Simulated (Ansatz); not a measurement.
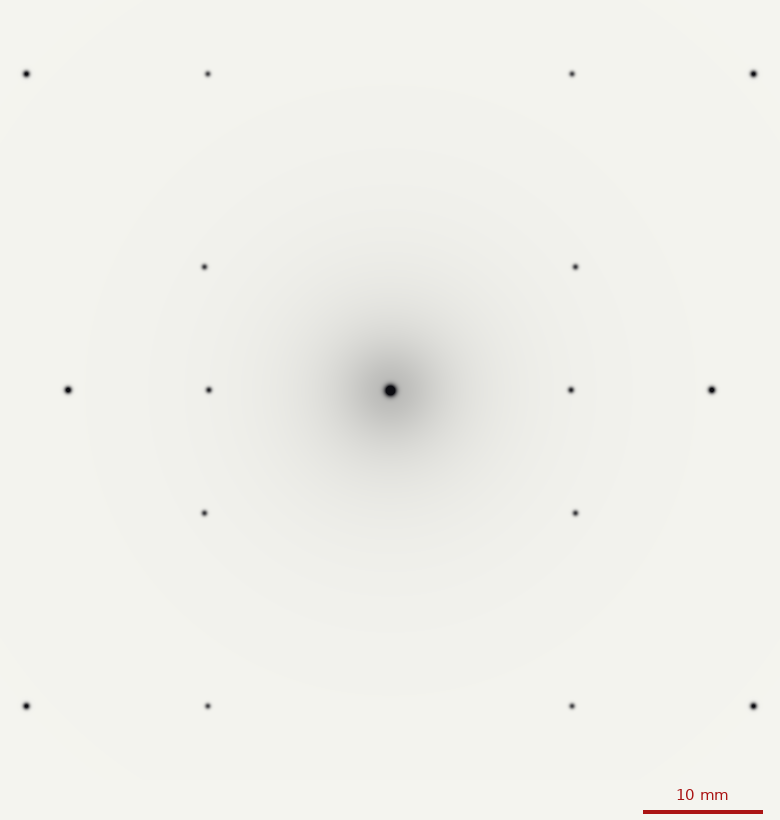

Simulated X-ray rotation photograph: Co Kα radiation (λ = 1.7902 Å), cylindrical film of radius 28.65 mm unrolled, rotation axis vertical and normal to the beam, kinematic intensities without Lorentz or polarisation factors, the film spanning ±63° about the beam; spots down to d = 1.57 Å.

### What lattice repeat along the rotation axis do the layer lines give?

The first layer line lies 10.4 mm from the equator, so tan ν = 0.363, sin ν = 0.341 and the period is λ/sin ν = 5.25 Å. Further lines follow at 26.7 mm.

The crystal is MoS, space group P6_3mc (No. 186), a = 3.92 Å, c = 5.25 Å (hexagonal axes). Structure: the end point of a relaxation at fixed volume with DFT PBEsol, scalar-relativistic, plane waves, PAW (Ansatz 0.2.0); the starting structure was generated, so it need not be a known form of this composition.

### About which axis was it rotated?

About [001], whose length in the conventional cell is 5.253 Å.
